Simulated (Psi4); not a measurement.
# One shape, several levels: SiH4O2 (SMILES O[SiH2]O)

Aim: a comparison of 5 runs (B3LYP/def2-SVPD, CAM-B3LYP/def2-SVPD, PBE/def2-SVPD, r2SCAN/def2-SVPD, revPBE/def2-SVPD) of SiH4O2. 

The results are computed with Psi4 1.11.

1 further run of the same task is left out (set aside as unsound or not needed).

## (1) The structure to begin with

The species is SiH4O2 (7 atoms), meant as a singlet with charge 0. As SMILES, `O[SiH2]O`. The O1–Si2 distance was set to 3.612 Å, away from the relaxed value. At this shape a bond of the SMILES string is far longer than usual.

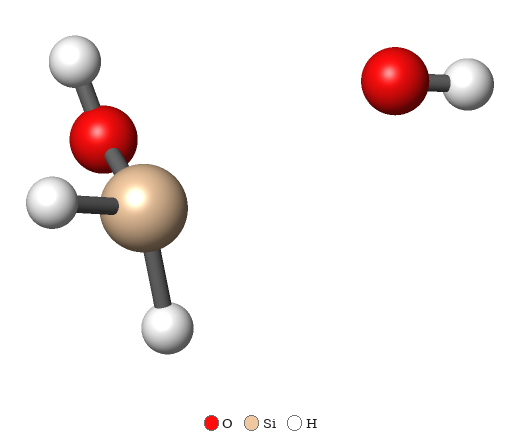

Viewed from a chosen angle; oxygen red, silicon light orange, hydrogen white.

## (2) A single-point energy at B3LYP/def2-SVPD (run 1)

h4o2si.py

```python
import psi4

psi4.set_memory('2200 MB')
psi4.set_num_threads(1)
psi4.core.set_output_file('output.dat', False)

mol = psi4.geometry("""
O     -3.109044    -1.043154    -0.874731
Si     0.051410     0.422210     0.079240
O      1.274030    -0.668570     0.183160
H     -3.180554    -1.414874    -1.755141
H      0.526670     1.393040    -0.933360
H     -0.229300     1.048860     1.391580
H      1.219010    -1.336090     0.868560
symmetry c1
""")

options = {'basis': 'def2-SVPD', 'puream': True, 'e_convergence': 1e-09, 'd_convergence': 1e-08, 'scf_type': 'pk', 'dft_radial_points': 99, 'dft_spherical_points': 590}
psi4.set_options(options)

E, wfn = psi4.energy('B3LYP', return_wfn=True)
print(f'B3LYP energy: {E:.10f} Eh')
for k, v in sorted(psi4.core.scalar_variables().items()):
    print(f'{k:45s} {v:18.10f}')
```

On the command line:

```
$ python h4o2si.py
```

output.dat:

```text
[...]
  Running in c1 symmetry.
[...]
  Nuclear repulsion =   91.885847298437767
[...]
  Multiplicity = 1
[...]
  Nalpha       = 17
  Nbeta        = 17
[...]
    Number of basis functions: 102
[...]
   @RKS iter   1:  -441.47947682672657   -2.04463e-01   1.08292e-02 ADIIS/DIIS
[...]
   @RKS iter  20:  -442.05431392191514   -2.19416e-11   4.42463e-09 DIIS
[...]
    Orbital Energies [Eh]
    ---------------------
    Doubly Occupied:
       1A    -66.234878     2A    -19.217865     3A    -19.087005
       4A     -5.393279     5A     -3.757877     6A     -3.755236
       7A     -3.752632     8A     -1.065585     9A     -0.867455
      10A     -0.633427    11A     -0.522787    12A     -0.450775
      13A     -0.426886    14A     -0.391389    15A     -0.368735
      16A     -0.235185    17A     -0.233787
[...]
  @RKS Final Energy:  -442.05431392191514
   => Energetics <=
    Nuclear Repulsion Energy =             91.8858472984377670
    One-Electron Energy =                -792.3179989221487176
    Two-Electron Energy =                 290.2163141879266846
    DFT Exchange-Correlation Energy =     -31.8384764861308192
    Empirical Dispersion Energy =           0.0000000000000000
    VV10 Nonlocal Energy =                  0.0000000000000000
    Total Energy =                       -442.0543139219151385
[...]
 Multipole Moments:
 ------------------------------------------------------------------------------------
     Multipole            Electronic (a.u.)      Nuclear  (a.u.)        Total (a.u.)
 ------------------------------------------------------------------------------------
 L = 1.  Multiply by 2.5417464519 to convert [e a0] to [Debye]
 Dipole X            :          1.9392400            0.1804876            2.1197277
 Dipole Y            :         -0.0528288            0.6493977            0.5965690
 Dipole Z            :          0.5771478            0.1449224            0.7220703
 Magnitude           :                                                    2.3174394
[...]
```

On the terminal:

```text
B3LYP energy: -442.0543139219 Eh
CURRENT ENERGY                                   -442.0543139219
CURRENT REFERENCE ENERGY                         -442.0543139219
DD SOLVATION ENERGY                                 0.0000000000
DFT FUNCTIONAL TOTAL ENERGY                      -442.0543139219
DFT TOTAL ENERGY                                 -442.0543139219
DFT VV10 ENERGY                                     0.0000000000
DFT XC ENERGY                                     -31.8384764861
GRID ELECTRONS ALPHA                               17.0000000603
GRID ELECTRONS BETA                                17.0000000603
GRID ELECTRONS TOTAL                               34.0000001205
NUCLEAR REPULSION ENERGY                           91.8858472984
ONE-ELECTRON ENERGY                              -792.3179989221
PCM POLARIZATION ENERGY                             0.0000000000
PE ENERGY                                           0.0000000000
SCF ITERATION ENERGY                             -442.0543139219
SCF ITERATIONS                                     20.0000000000
SCF TOTAL ENERGY                                 -442.0543139219
TWO-ELECTRON ENERGY                               290.2163141879
XC GRID RADIAL POINTS                              99.0000000000
XC GRID SPHERICAL POINTS                          590.0000000000
XC GRID TOTAL POINTS                           395804.0000000000
```

It took 28 s on 1 thread of AMD EPYC 7B13 (Zen 3), shared host; peak memory 0.91 GiB.

## (3) The energy at CAM-B3LYP/def2-SVPD (run 2)

job.py

```python
import psi4

psi4.set_memory('2200 MB')
psi4.set_num_threads(1)
psi4.core.set_output_file('run.log', False)

mol = psi4.geometry("""
0 1
O
Si 1 3.6119
O 2 1.641767 1 113.50252
H 1 0.958338 2 117.72956 3 -66.04754
H 2 1.481129 3 103.8751 1 -121.24275
H 2 1.481123 5 112.90797 3 120.91961
H 3 0.958323 2 117.72959 6 50.83039
units angstrom
symmetry c1
""")

psi4.set_options({
    'basis': 'def2-SVPD',
    'puream': True,
    'e_convergence': 1e-09,
    'd_convergence': 1e-08,
    'scf_type': 'pk',
    'dft_radial_points': 99,
    'dft_spherical_points': 590,
})

result, w = psi4.energy('cam-b3lyp', return_wfn=True)
psi4.oeprop(w, 'WIBERG_LOWDIN_INDICES', 'DIPOLE', 'MAYER_INDICES')
print('E =', round(result, 9))
for k, v in sorted(psi4.core.scalar_variables().items()):
    print(f'{k:45s} {v:18.10f}')
```

On the command line:

```
$ python job.py
```

run.log:

```text
[...]
  Running in c1 symmetry.
[...]
  Nuclear repulsion =   91.885853434286147
[...]
  Multiplicity = 1
[...]
  Nalpha       = 17
  Nbeta        = 17
[...]
    Number of basis functions: 102
[...]
   @RKS iter   1:  -441.48062332567287   -4.55425e-01   1.00415e-02 DIIS/ADIIS
[...]
   @RKS iter  16:  -441.97001092013028   -3.75167e-12   3.26660e-09 DIIS
[...]
    Orbital Energies [Eh]
    ---------------------
    Doubly Occupied:
       1A    -66.323882     2A    -19.296567     3A    -19.145071
       4A     -5.482182     5A     -3.847562     6A     -3.844425
       7A     -3.841742     8A     -1.150423     9A     -0.931422
      10A     -0.712381    11A     -0.598526    12A     -0.523974
      13A     -0.499787    14A     -0.459919    15A     -0.423546
      16A     -0.288883    17A     -0.276701
[...]
  @RKS Final Energy:  -441.97001092013028
   => Energetics <=
    Nuclear Repulsion Energy =             91.8858534342861475
    One-Electron Energy =                -792.1482205385710813
    Two-Electron Energy =                 287.7307008659827261
    DFT Exchange-Correlation Energy =     -29.4383446818280134
    Empirical Dispersion Energy =           0.0000000000000000
    VV10 Nonlocal Energy =                  0.0000000000000000
    Total Energy =                       -441.9700109201302780
[...]
 Multipole Moments:
 ------------------------------------------------------------------------------------
     Multipole            Electronic (a.u.)      Nuclear  (a.u.)        Total (a.u.)
 ------------------------------------------------------------------------------------
 L = 1.  Multiply by 2.5417464519 to convert [e a0] to [Debye]
 Dipole X            :         -0.1536119            0.0000356           -0.1535762
 Dipole Y            :         -0.8382705            0.5138096           -0.3244608
 Dipole Z            :          2.1603342            0.4596691            2.6200033
 Magnitude           :                                                    2.6444806
[...]
```

Standard output:

```text
E = -441.97001092
CURRENT ENERGY                                   -441.9700109201
CURRENT REFERENCE ENERGY                         -441.9700109201
DD SOLVATION ENERGY                                 0.0000000000
DFT FUNCTIONAL TOTAL ENERGY                      -441.9700109201
DFT TOTAL ENERGY                                 -441.9700109201
DFT VV10 ENERGY                                     0.0000000000
DFT XC ENERGY                                     -29.4383446818
GRID ELECTRONS ALPHA                               17.0000000663
GRID ELECTRONS BETA                                17.0000000663
GRID ELECTRONS TOTAL                               34.0000001327
NUCLEAR REPULSION ENERGY                           91.8858534343
ONE-ELECTRON ENERGY                              -792.1482205386
PCM POLARIZATION ENERGY                             0.0000000000
PE ENERGY                                           0.0000000000
SCF ITERATION ENERGY                             -441.9700109201
SCF ITERATIONS                                     16.0000000000
SCF TOTAL ENERGY                                 -441.9700109201
TWO-ELECTRON ENERGY                               287.7307008660
XC GRID RADIAL POINTS                              99.0000000000
XC GRID SPHERICAL POINTS                          590.0000000000
XC GRID TOTAL POINTS                           395803.0000000000
```

Wall time 26 s (1 thread of AMD EPYC 7B13 (Zen 3), shared host); peak memory 1 GiB.

## (4) The energy at PBE/def2-SVPD (run 3)

h4o2si.xyz

```xyz
7
H4O2Si
O     -3.109044    -1.043154    -0.874731
Si     0.051410     0.422210     0.079240
O      1.274030    -0.668570     0.183160
H     -3.180554    -1.414874    -1.755141
H      0.526670     1.393040    -0.933360
H     -0.229300     1.048860     1.391580
H      1.219010    -1.336090     0.868560
```

h4o2si.py

```python
import psi4

psi4.set_memory(2200000000)
psi4.set_num_threads(1)
psi4.set_output_file('h4o2si.out', False)

with open('h4o2si.xyz') as f:
    atoms = ''.join(f.readlines()[2:])
geom = psi4.geometry('0 1\n' + atoms + 'symmetry c1\nno_reorient\nno_com')

psi4.set_options({
    'basis': 'def2-SVPD',
    'puream': True,
    'e_convergence': 1e-09,
    'd_convergence': 1e-08,
    'scf_type': 'pk',
    'dft_radial_points': 99,
    'dft_spherical_points': 590,
})

e_tot, wfn = psi4.energy("PBE", return_wfn=True)
psi4.oeprop(wfn, "LOWDIN_CHARGES", "QUADRUPOLE", "MULLIKEN_CHARGES")
print('E =', round(e_tot, 9))
for k, v in sorted(psi4.core.scalar_variables().items()):
    print(f'{k:45s} {v:18.10f}')
```

On the command line:

```
$ python h4o2si.py
```

h4o2si.out:

```text
[...]
  Running in c1 symmetry.
[...]
  Nuclear repulsion =   91.885847298437767
[...]
  Multiplicity = 1
[...]
  Nalpha       = 17
  Nbeta        = 17
[...]
    Number of basis functions: 102
[...]
   @RKS iter   1:  -441.06087711010383    2.22623e-02   1.16208e-02 DIIS/ADIIS
[...]
   @RKS iter  22:  -441.73228236280920   -4.49063e-12   8.59840e-10 DIIS
[...]
  @RKS Final Energy:  -441.73228236280920
   => Energetics <=
    Nuclear Repulsion Energy =             91.8858472984377670
    One-Electron Energy =                -792.3421392211689636
    Two-Electron Energy =                 297.8055679885455334
    DFT Exchange-Correlation Energy =     -39.0815584286235378
    Empirical Dispersion Energy =           0.0000000000000000
    VV10 Nonlocal Energy =                  0.0000000000000000
    Total Energy =                       -441.7322823628092010
[...]
 Multipole Moments:
 ------------------------------------------------------------------------------------
     Multipole            Electronic (a.u.)      Nuclear  (a.u.)        Total (a.u.)
 ------------------------------------------------------------------------------------
 L = 1.  Multiply by 2.5417464519 to convert [e a0] to [Debye]
 Dipole X            :         31.4922476          -29.5261128            1.9661349
 Dipole Y            :         15.7772194          -15.2915051            0.4857143
 Dipole Z            :          9.8281373           -9.1681367            0.6600006
 Magnitude           :                                                    2.1300717
 L = 2.  Multiply by 1.3450342976 to convert [e a0^2] to [Debye ang]
 Quadrupole XX       :       -397.7129125          365.2603917          -32.4525207
 Quadrupole XY       :        -84.8354726           81.4198991           -3.4155735
[...]
  Mulliken Charges: (a.u.)
   Center  Symbol    Alpha    Beta     Spin     Total
       1     O     4.24798  4.24798  0.00000 -0.49596
       2    SI     6.82994  6.82994  0.00000  0.34011
       3     O     4.22517  4.22517  0.00000 -0.45034
       4     H     0.45530  0.45530  0.00000  0.08939
       5     H     0.41895  0.41895  0.00000  0.16210
       6     H     0.41764  0.41764  0.00000  0.16472
       7     H     0.40501  0.40501  0.00000  0.18998
   Total alpha = 17.00000, Total beta = 17.00000, Total charge = -0.00000
  Lowdin Charges: (a.u.)
[...]
```

The script printed:

```text
E = -441.732282363
CURRENT ENERGY                                   -441.7322823628
CURRENT REFERENCE ENERGY                         -441.7322823628
DD SOLVATION ENERGY                                 0.0000000000
DFT FUNCTIONAL TOTAL ENERGY                      -441.7322823628
DFT TOTAL ENERGY                                 -441.7322823628
DFT VV10 ENERGY                                     0.0000000000
DFT XC ENERGY                                     -39.0815584286
GRID ELECTRONS ALPHA                               17.0000000413
GRID ELECTRONS BETA                                17.0000000413
GRID ELECTRONS TOTAL                               34.0000000827
NUCLEAR REPULSION ENERGY                           91.8858472984
ONE-ELECTRON ENERGY                              -792.3421392212
PCM POLARIZATION ENERGY                             0.0000000000
PE ENERGY                                           0.0000000000
SCF ITERATION ENERGY                             -441.7322823628
SCF ITERATIONS                                     22.0000000000
SCF TOTAL ENERGY                                 -441.7322823628
TWO-ELECTRON ENERGY                               297.8055679885
XC GRID RADIAL POINTS                              99.0000000000
XC GRID SPHERICAL POINTS                          590.0000000000
XC GRID TOTAL POINTS                           395803.0000000000
```

Wall time 29 s (1 thread of AMD EPYC 7B13 (Zen 3), shared host); peak memory 0.91 GiB.

Run 4 isn't shown in full; the table further down has it.

## (5) Energy and gradient at revPBE/def2-SVPD (run 5)

h4o2si.json

```json
{
  "schema_name": "qcschema_input",
  "schema_version": 1,
  "molecule": {
    "schema_name": "qcschema_molecule",
    "schema_version": 2,
    "symbols": ["O", "Si", "O", "H", "H", "H", "H"],
    "geometry": [-5.87524167, -1.97127537, -1.65300202, 0.09715082, 0.79786127, 0.1497419, 2.40756777, -1.2634142, 0.34612224, -6.01037598, -2.67372436, -3.3167358, 0.99526206, 2.63246408, -1.76379478, -0.4333142, 1.98205814, 2.62970508, 2.30359504, -2.52484418, 1.64134052],
    "molecular_charge": 0,
    "molecular_multiplicity": 1,
    "fix_symmetry": "c1",
    "fix_com": true,
    "fix_orientation": true
  },
  "driver": "gradient",
  "model": {
    "method": "revpbe",
    "basis": "def2-SVPD"
  },
  "keywords": {
    "reference": "rks",
    "puream": true,
    "e_convergence": 1e-09,
    "d_convergence": 1e-08,
    "scf_type": "pk",
    "dft_radial_points": 99,
    "dft_spherical_points": 590
  }
}
```

On the command line:

```
$ psi4 --qcschema h4o2si.json -n 1 --memory 2200MB
```

stdout:

```text
[...]
  Running in c1 symmetry.
[...]
  Nuclear repulsion =   91.885847331423506
[...]
  Multiplicity = 1
[...]
  Nalpha       = 17
  Nbeta        = 17
[...]
    Number of basis functions: 102
[...]
   @RKS iter   1:  -441.27931932714580    2.55377e-03   1.14966e-02 ADIIS/DIIS
[...]
   @RKS iter  21:  -441.94019905559423   -1.13687e-12   1.57251e-09 DIIS
[...]
    Orbital Energies [Eh]
    ---------------------
    Doubly Occupied:
       1A    -65.522589     2A    -18.848731     3A    -18.723948
       4A     -5.157713     5A     -3.569770     6A     -3.567097
       7A     -3.564007     8A     -0.974888     9A     -0.791035
      10A     -0.571006    11A     -0.465039    12A     -0.394535
      13A     -0.371540    14A     -0.338909    15A     -0.319223
      16A     -0.208795    17A     -0.182226
[...]
  @RKS Final Energy:  -441.94019905559423
   => Energetics <=
    Nuclear Repulsion Energy =             91.8858473314235056
    One-Electron Energy =                -792.3468417934427634
    Two-Electron Energy =                 297.8202781528322021
    DFT Exchange-Correlation Energy =     -39.2994827464072074
    Empirical Dispersion Energy =           0.0000000000000000
    VV10 Nonlocal Energy =                  0.0000000000000000
    Total Energy =                       -441.9401990555942348
[...]
 Multipole Moments:
 ------------------------------------------------------------------------------------
     Multipole            Electronic (a.u.)      Nuclear  (a.u.)        Total (a.u.)
 ------------------------------------------------------------------------------------
 L = 1.  Multiply by 2.5417464519 to convert [e a0] to [Debye]
 Dipole X            :         31.4851708          -29.5261128            1.9590580
 Dipole Y            :         15.7700084          -15.2915051            0.4785033
 Dipole Z            :          9.8244740           -9.1681366            0.6563374
 Magnitude           :                                                    2.1207669
[...]
  -Total Gradient:
     Atom            X                  Y                   Z
    ------   -----------------  -----------------  -----------------
       1       -0.013398451148    -0.015358511868    -0.027971781059
       2        0.017704912367    -0.009739705838     0.009191667864
       3       -0.011544523199     0.009104390158     0.008446923951
       4       -0.004013158182     0.006649036935     0.020539672093
       5        0.003764777868    -0.002699172818     0.007671794131
       6        0.008780248325    -0.000050150286    -0.007256476851
       7       -0.001296820401     0.012105302484    -0.010625383446
[...]
```

The result, in JSON:

```text
{
 "driver": "gradient",
 "model": {
  "method": "revpbe",
  "basis": "def2-SVPD"
 },
 "success": true,
 "return_result": [-0.013398451148139971, -0.015358511867773428, -0.02797178105887138, 0.01770491236717356, -0.009739705838458755, 0.009191667863520464, -0.01154452319930016, 0.0091043901583856, 0.008446923950670537, -0.004013158181854666, 0.006649036935042013, 0.020539672092800887, 0.003764777867896016, -0.0026991728178874658, 0.007671794130664669, 0.008780248325185466, -5.015028574616165e-05, -0.007256476851024818, -0.0012968204013149136, 0.01210530248427294, -0.010625383445596936],
 "properties": {
  "calcinfo_nbasis": 102,
  "calcinfo_nmo": 102,
  "calcinfo_nalpha": 17,
  "calcinfo_nbeta": 17,
  "calcinfo_natom": 7,
  "nuclear_repulsion_energy": 91.8858473314235,
  "return_energy": -441.94019905559423,
  "return_gradient": [-0.013398451148139971, -0.015358511867773428, -0.02797178105887138, 0.01770491236717356, -0.009739705838458755, 0.009191667863520464, -0.01154452319930016, 0.0091043901583856, 0.008446923950670537, -0.004013158181854666, 0.006649036935042013, 0.020539672092800887, 0.003764777867896016, -0.0026991728178874658, 0.007671794130664669, 0.008780248325185466, -5.015028574616165e-05, -0.007256476851024818, -0.0012968204013149136, 0.01210530248427294, -0.010625383445596936],
  "scf_one_electron_energy": -792.3468417934428,
  "scf_two_electron_energy": 297.8202781528322,
  "scf_xc_energy": -39.29948274640721,
  "scf_dipole_moment": [1.9590579979071734, 0.47850334236367154, 0.6563373561498427],
  "scf_total_energy": -441.94019905559423,
  "scf_total_gradient": [-0.013398451148139971, -0.015358511867773428, -0.02797178105887138, 0.01770491236717356, -0.009739705838458755, 0.009191667863520464, -0.01154452319930016, 0.0091043901583856, 0.008446923950670537, -0.004013158181854666, 0.006649036935042013, 0.020539672092800887, 0.003764777867896016, -0.0026991728178874658, 0.007671794130664669, 0.008780248325185466, -5.015028574616165e-05, -0.007256476851024818, -0.0012968204013149136, 0.01210530248427294, -0.010625383445596936],
  "scf_iterations": 21
 }
}
```

It took 34 s on 1 thread of AMD EPYC 7B13 (Zen 3), shared host; peak memory 0.91 GiB.

## (6) All runs side by side

| run | level | task | energy (Eh) | dipole moment (D) | HOMO energy (eV) | LUMO energy (eV) | wall time |
| --- | --- | --- | --- | --- | --- | --- | --- |
| 1 | B3LYP/def2-SVPD | energy | -442.054314 | 5.89 | -6.36 | -4.57 | 28 s |
| 2 | CAM-B3LYP/def2-SVPD | energy | -441.970011 | 6.72 | -7.53 | -3.53 | 26 s |
| 3 | PBE/def2-SVPD | energy | -441.732282 | 5.41 | -5.01 | -4.94 | 29 s |
| 4 | r2SCAN/def2-SVPD | gradient | -441.926264 | 5.57 | -5.29 | -4.93 | 70 s |
| 5 | revPBE/def2-SVPD | gradient | -441.940199 | 5.39 | -4.96 | -4.88 | 34 s |

## (7) What came out

| quantity | value |
| --- | --- |
| run 5: total energy | -441.94020 Eh |
| run 5: dipole moment | 5.39 D |
| run 5: HOMO energy | -4.96 eV |
| run 5: LUMO energy | -4.88 eV |
| run 5: HOMO–LUMO gap | 0.08 eV |
| run 5: largest force on an atom | 1.780 eV/Å |

What this shows: The dipole moment (its size) runs from 5.39 D (revPBE/def2-SVPD) to 6.72 D (CAM-B3LYP/def2-SVPD). The HOMO–LUMO gap runs from 0.07 eV (PBE/def2-SVPD) to 4.00 eV (CAM-B3LYP/def2-SVPD). Totals of different functionals can't be ranked against each other. In runs 1, 2, 3, 4, 5 a closed-shell determinant meets a far-stretched bond, which it describes badly. All runs together took 3.1 min, the longest 70 s.
